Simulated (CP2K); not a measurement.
# IPEA1-xTB run of C2H5FS (SMILES CSCF)

Aim: the vertical ionisation energy of C2H5FS at IPEA1-xTB, from 2 runs. 

The results are computed with CP2K 2026.2.

### 1 Starting point

C2H5FS has 9 atoms, charge 0, and is taken as a singlet. As SMILES, `CSCF`. Geometry: relaxed at GFN2-xTB. This is one conformer, not always the lowest.

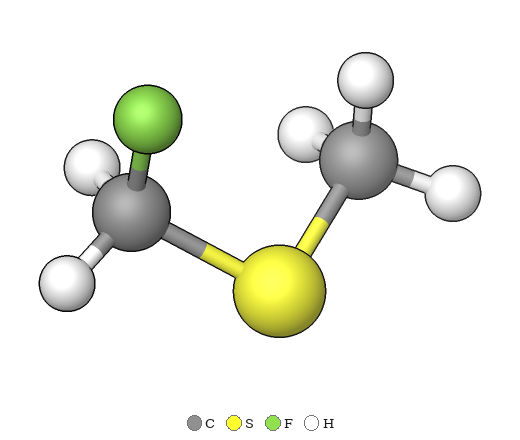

Viewed from a chosen angle; carbon grey, sulfur yellow, fluorine green, hydrogen white.

### 2 Energy and forces at IPEA1-xTB

Input file molecule.inp:

```
&GLOBAL
  PROJECT molecule
  RUN_TYPE ENERGY_FORCE
  PRINT_LEVEL MEDIUM
&END GLOBAL

&FORCE_EVAL
  METHOD Quickstep
  &DFT
    CHARGE 0
    MULTIPLICITY 1
    &QS
      METHOD XTB
      EPS_DEFAULT 1.0E-10
      &XTB
        GFN_TYPE TBLITE
        &TBLITE
          METHOD IPEA1
        &END TBLITE
        CHECK_ATOMIC_CHARGES F
      &END XTB
    &END QS
    &POISSON
      PERIODIC NONE
      POISSON_SOLVER ANALYTIC
    &END POISSON
    &SCF
      SCF_GUESS ATOMIC
      EPS_SCF 1.0E-06
      MAX_SCF 150
      ADDED_MOS 2
      &DIAGONALIZATION
        ALGORITHM STANDARD
      &END DIAGONALIZATION
      &MIXING
        METHOD DIRECT_P_MIXING
        ALPHA 0.4
      &END MIXING
      &SMEAR ON
        METHOD FERMI_DIRAC
        ELECTRONIC_TEMPERATURE [K] 300
      &END SMEAR
    &END SCF
    &PRINT
      &MOMENTS
        PERIODIC F
        REFERENCE COM
        MAX_MOMENT 1
      &END MOMENTS
      &MO ON
        ENERGIES T
        OCCUPATION_NUMBERS T
        NDIGITS 6
        &EACH
          QS_SCF 0
        &END EACH
        ADD_LAST NUMERIC
      &END MO
      &HIRSHFELD OFF
      &END HIRSHFELD
    &END PRINT
  &END DFT
  &SUBSYS
    &CELL
      ABC [angstrom] 13.1 13.7 13
      PERIODIC NONE
    &END CELL
    &COORD
      C     -0.630630     1.050980     0.638120
      S      0.047010     0.683560    -1.006620
      C      0.578230    -1.019960    -0.704800
      F      1.623430    -1.079860     0.168170
      H     -1.472340     0.393490     0.838490
      H      0.151090     0.923070     1.381330
      H     -0.960080     2.084440     0.617040
      H      0.907570    -1.437660    -1.658390
      H     -0.244280    -1.598060    -0.273340
    &END COORD
    &TOPOLOGY
      &CENTER_COORDINATES
      &END CENTER_COORDINATES
    &END TOPOLOGY
  &END SUBSYS
  &PRINT
    &FORCES ON
    &END FORCES
  &END PRINT
&END FORCE_EVAL
```

Started as:

```sh
$ OMP_NUM_THREADS=1 cp2k.psmp molecule.inp > molecule.out
```

The program printed:

```text
CP2K| version string:                                       CP2K version 2026.2
[...]
 GLOBAL| Method name                                                        CP2K
[...]
 GLOBAL| Run type                                                   ENERGY_FORCE
[...]
                             - Atoms:                                          9
[...]
                             - Spherical basis functions:                     34
[...]
 Number of electrons:                                                         26
[...]
  *** SCF run converged in    12 steps ***
[...]
  Fermi energy:                                                -0.25268049186789
[...]
 TB_DIPOLE| Moment [Debye]         -1.45044287      -0.29386257      -0.01000011
 TB_DIPOLE| Derivative [a.u.]       0.00000000       0.00000000       0.00000000
[...]
 ENERGY| Total FORCE_EVAL ( QS ) energy [hartree]            -16.813566950259634
 FORCES| Atomic forces [hartree/bohr]
 FORCES|   Atom     x               y               z               |f|
 FORCES|      1  1.51184808E-03  4.20763895E-04 -1.16027044E-03   1.95165426E-03
 FORCES|      2  4.56697233E-03 -5.39169802E-03  6.24802760E-03   9.43215207E-03
 FORCES|      3 -3.08731431E-03 -6.92147408E-03 -3.53246589E-03   8.36161637E-03
 FORCES|      4 -2.91332547E-03  7.94975226E-03 -8.91967640E-04   8.51361454E-03
 FORCES|      5 -5.17720323E-04 -1.70589158E-03  3.14077502E-04   1.81017819E-03
 FORCES|      6  3.96495579E-04 -6.87291851E-04  3.27273653E-04   8.58304653E-04
 FORCES|      7 -4.45699396E-05  1.73326534E-03 -1.16431590E-03   2.08849868E-03
 FORCES|      8 -2.24473553E-03  2.23177859E-03  2.56180106E-03   4.07216134E-03
 FORCES|      9  2.33234957E-03  2.37079544E-03 -2.70215995E-03   4.28511306E-03
 FORCES| Sum     1.52221985E-16  1.10154941E-16 -1.18828558E-16
 FORCES| Total atomic force                                       2.22319297E-16
[...]
```

Wall time 0.47 s (1 thread of Arm Neoverse N1, shared host); peak memory 0.14 GiB.

### 3 The doublet cation at the same level

Input file gas.inp:

```
&GLOBAL
    PROJECT gas
    RUN_TYPE ENERGY_FORCE
    PRINT_LEVEL MEDIUM
&END GLOBAL

&FORCE_EVAL
    METHOD QUICKSTEP
    &DFT
        CHARGE 1
        MULTIPLICITY 2
        UKS T
        ! Quickstep
        &QS
            METHOD XTB
            EPS_DEFAULT 1.0E-10
            &XTB
                GFN_TYPE TBLITE
                &TBLITE
                    METHOD IPEA1
                &END TBLITE
                CHECK_ATOMIC_CHARGES F
            &END XTB
        &END QS
        &POISSON
            PERIODIC NONE
            POISSON_SOLVER ANALYTIC
        &END POISSON
        &SCF
            SCF_GUESS ATOMIC
            EPS_SCF 1.0E-06
            MAX_SCF 150
            ADDED_MOS 8
            &DIAGONALIZATION
                ALGORITHM STANDARD
            &END DIAGONALIZATION
            &MIXING
                METHOD DIRECT_P_MIXING
                ALPHA 0.4
            &END MIXING
            &SMEAR ON
                METHOD FERMI_DIRAC
                ELECTRONIC_TEMPERATURE [K] 300
            &END SMEAR
        &END SCF
        ! extra output
        &PRINT
            &MOMENTS
                PERIODIC F
                REFERENCE COM
                MAX_MOMENT 1
            &END MOMENTS
            &MO ON
                ENERGIES T
                OCCUPATION_NUMBERS T
                NDIGITS 6
                &EACH
                    QS_SCF 0
                &END EACH
                ADD_LAST NUMERIC
            &END MO
            &HIRSHFELD OFF
            &END HIRSHFELD
        &END PRINT
    &END DFT
    &SUBSYS
        ! vacuum box
        &CELL
            ABC 13.1 13.7 13
            PERIODIC NONE
        &END CELL
        &COORD
            C     -0.630630     1.050980     0.638120
            S      0.047010     0.683560    -1.006620
            C      0.578230    -1.019960    -0.704800
            F      1.623430    -1.079860     0.168170
            H     -1.472340     0.393490     0.838490
            H      0.151090     0.923070     1.381330
            H     -0.960080     2.084440     0.617040
            H      0.907570    -1.437660    -1.658390
            H     -0.244280    -1.598060    -0.273340
        &END COORD
        &TOPOLOGY
            &CENTER_COORDINATES
            &END CENTER_COORDINATES
        &END TOPOLOGY
    &END SUBSYS
    ! extra output
    &PRINT
        &FORCES ON
        &END FORCES
    &END PRINT
&END FORCE_EVAL
```

Started as:

```sh
$ OMP_NUM_THREADS=1 cp2k.psmp gas.inp > gas.out
```

The program printed:

```text
CP2K| version string:                                       CP2K version 2026.2
[...]
 GLOBAL| Method name                                                        CP2K
[...]
 GLOBAL| Run type                                                   ENERGY_FORCE
[...]
                             - Atoms:                                          9
[...]
                             - Spherical basis functions:                     34
[...]
 Number of electrons:                                                         13
[...]
  *** SCF run converged in    16 steps ***
[...]
  Fermi energy:                                                -0.64897900761053
[...]
 TB_DIPOLE| Moment [Debye]         -3.37232328       1.02462050       0.11977639
 TB_DIPOLE| Derivative [a.u.]       0.00000000       0.00000000       0.00000000
[...]
 ENERGY| Total FORCE_EVAL ( QS ) energy [hartree]            -16.290595868290541
 FORCES| Atomic forces [hartree/bohr]
 FORCES|   Atom     x               y               z               |f|
 FORCES|      1  5.43525302E-03  1.26850836E-02 -1.38941991E-02   1.95832094E-02
 FORCES|      2 -7.21401490E-03 -5.29419429E-03  2.92750754E-02   3.06120980E-02
 FORCES|      3  2.37975549E-02 -2.20314819E-02  2.95887601E-03   3.25647779E-02
 FORCES|      4 -2.23479627E-02  1.38961317E-02 -1.23430727E-02   2.90669118E-02
 FORCES|      5  2.01663513E-03 -5.11575036E-03 -1.90437429E-03   5.81930928E-03
 FORCES|      6  1.66808653E-03 -4.65065327E-03 -4.52020084E-04   4.96139201E-03
 FORCES|      7 -2.16726895E-04  2.10746380E-03 -1.21214949E-03   2.44083605E-03
 FORCES|      8 -2.22649238E-03  2.48012040E-03  1.47492827E-03   3.64467816E-03
 FORCES|      9 -9.12332712E-04  5.92328024E-03 -3.90306401E-03   7.15202827E-03
 FORCES| Sum    -1.14383329E-16  1.24032729E-16  1.09721260E-16
 FORCES| Total atomic force                                       2.01262065E-16
[...]
```

Run time: 0.48 s. Hardware: 1 thread of Arm Neoverse N1, shared host; peak memory 0.14 GiB.

### 4 Outcome

Level: IPEA1-xTB.

| quantity | value |
| --- | --- |
| singlet C2H5FS: total energy | -16.81357 Eh |
| singlet C2H5FS: dipole moment (from atomic charges alone) | 1.48 D |
| singlet C2H5FS: HOMO energy | -11.08 eV |
| singlet C2H5FS: LUMO energy | -5.98 eV |
| singlet C2H5FS: HOMO–LUMO gap | 5.10 eV |
| singlet C2H5FS: largest force on an atom | 0.485 eV/Å |
| doublet cation: total energy | -16.29060 Eh |
| doublet cation: HOMO energy (highest over α and β) | -17.95 eV |
| doublet cation: LUMO energy (lowest over α and β) | -17.37 eV |
| doublet cation: largest force on an atom | 1.675 eV/Å |
| vertical ionisation energy (to the doublet cation) | 14.231 eV |

**Reading.** Removing an electron at fixed nuclei costs 14.23 eV (328 kcal/mol). The largest force (singlet C2H5FS) is 0.49 eV/Å: the shape isn't a stationary point for this species at this level. xTB total energies overstate such differences by several eV unless an empirical shift is taken off; none is applied here. The dipole (singlet C2H5FS) comes from point charges on the atoms alone, without atomic dipoles, so it is partial.
